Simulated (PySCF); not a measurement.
**Diborane 1,2-di Cl (B$_{2}$Cl$_{2}$H$_{4}$): what the electrons do**

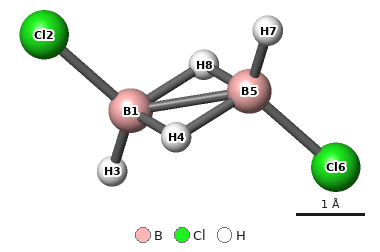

The molecule, with its atoms numbered as below. No frequency check shows the geometry to be a minimum.

Geometry (Å), atoms numbered from 1:

```
B1      -0.7398   -0.5753    0.0061
Cl2     -2.3655    0.0797   -0.0005
H3      -0.6194   -1.7398   -0.0183
H4      -0.0081   -0.0141    0.9635
B5       0.7398    0.5753   -0.0061
Cl6      2.3655   -0.0797    0.0005
H7       0.6194    1.7398    0.0183
H8       0.0081    0.0141   -0.9635
```

Part 1: Bonding charge

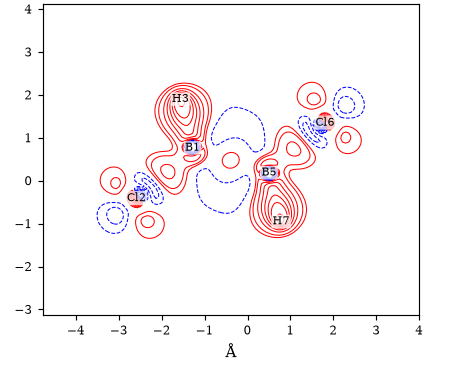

Deformation density (molecule less spherical, spin-averaged free atoms) in the plane of B1, Cl2, H3, B5, Cl6 and H7; contours at ±0.05 to ±0.8 e/Å³; solid red lines: gain, dashed blue lines: loss.

Level of theory: PBE/6-311G** (PySCF), at a geometry from GFN2-xTB.

How much density has each bond in this plane gained at its critical point, relative to the free atoms?

Answer. B1–H3 and B5–H7: +0.50 e/Å³ at the bond critical point (bond length 1.17 Å, Mayer order 1.0). B1–Cl2 and B5–Cl6: +0.17 e/Å³ at the bond critical point (bond length 1.75 Å, Mayer order 1.2). In all, 1.5 electrons gather in the regions of gain relative to the promolecule.

Where do the Hirshfeld charges lie?

Answer. The highest Hirshfeld charge is on B1 and B5 (+0.07 e), the lowest on Cl2 and Cl6 (−0.06 e).

```csv
atom,charge (e)
B1,+0.07
Cl2,−0.06
H3,−0.03
H4,+0.02
B5,+0.07
Cl6,−0.06
H7,−0.03
H8,+0.02
```

Part 2: Bond critical points

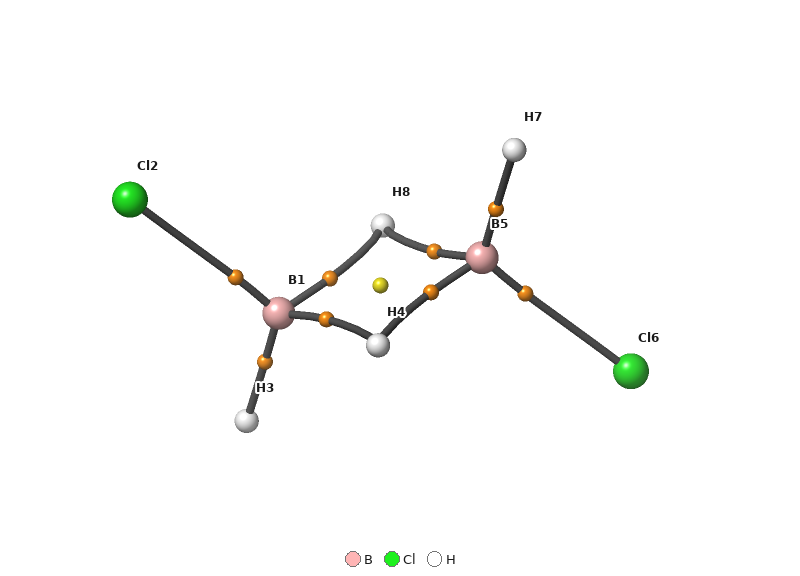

Molecular graph of the electron density (QTAIM): bond paths, bond critical points (orange), ring points (yellow, if any); weak paths are dashed.

How many critical points of each kind are there, and does the count close?

Answer. 8 nuclei, 8 bond, 1 ring and 0 cage critical points: 8 − 8 + 1 − 0 = 1, as the Poincaré–Hopf relation requires.

What does the calculation give at each kind of bond critical point?

Answer.
```
            bond  length (Å)  ρ (a.u.)  ∇²ρ (a.u.)     ε  H (a.u.)
 B1–H3 (2 alike)       1.171     0.192       −0.37  0.02    −0.209
B1–Cl2 (2 alike)       1.753     0.146       +0.02  0.09    −0.134
 B1–H4 (2 alike)       1.329     0.120       +0.02  0.34    −0.099
 H4–B5 (2 alike)       1.359     0.114       +0.02  0.60    −0.091
```

What kind of interaction is H4–B5?

Answer. Polar or intermediate (positive Laplacian, negative energy density H): ρ = 0.114, ∇²ρ = +0.02, H = −0.091 a.u.

Part 3: Local ionisation energy

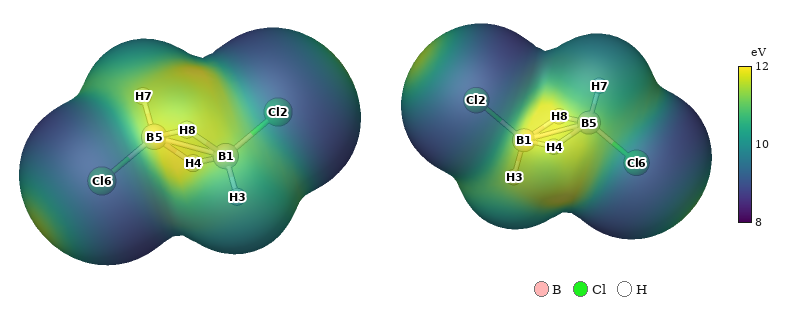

Average local ionisation energy on the surface of electron density 0.001 a.u. (back view left, front view right).

Where are the most loosely bound electrons on this surface?

Answer. The lowest value is 8.7 eV, 2.2 Å from Cl2, and at like points elsewhere. Further minima include 9.7 eV, 1.4 Å from H3, and at like points elsewhere. For comparison, the highest occupied orbital lies at −7.6 eV.

What volume does the surface enclose, and what is the dipole moment?

Answer. About 116 Å³; the dipole moment is 0.0 D.

Part 4: In an electric field

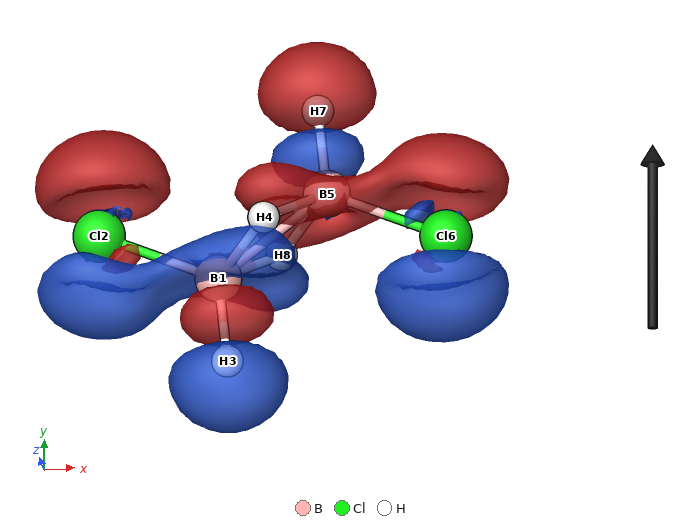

Change of the electron density in a uniform field of 0.51 V/Å along +y (arrow), surfaces at ±0.004 e/Å³ (blue: gain, red: loss).

Method: PBE0/def2-TZVP; geometry: GFN2-xTB; program: PySCF. A basis without diffuse functions makes polarisabilities too small.

The field was applied in both directions; the picture shows the one opposite to the script's first.

How large is the response?

Answer. The induced dipole is 1.21 D (along the field); α along this axis, from the fields in both directions, is 47 bohr³ (7.0 Å³).

The PySCF runs shown took 13 s and 31 s on 1 thread of Intel(R) Xeon(R) Platinum 8259CL CPU @ 2.50GHz (Skylake/Cascade Lake), with other jobs on the host.
